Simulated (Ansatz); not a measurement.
The starting structures come from a database of crystals and need not be the phases stable at ambient conditions.

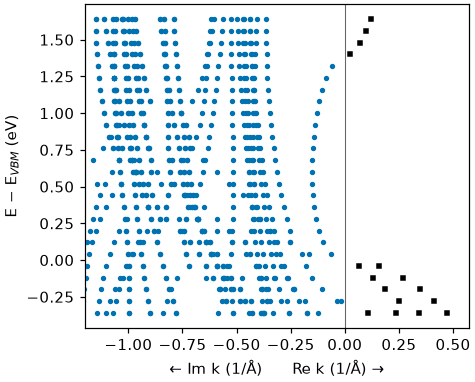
*Complex bands at the centre of the two-dimensional zone; r2SCAN run with Ansatz (a quantum-chemistry and plane-wave program)*

No gap correction and no spin-orbit coupling; mid-gap values are interpolated between computed energies.

Task: This is Zn₃InGaO₆ (R3m, not sure to be the ambient phase, 11 atoms a cell, 12.3 Å³ an atom, -7 GPa at this level) along the normal of (110). Read off the slowest decay at the centre of the two-dimensional zone at 0.68 eV, the computed energy nearest the middle of the gap.

Result: κ ≈ 0.15 1/Å, a decay length 1/(2κ) of the density of 3.3 Å.
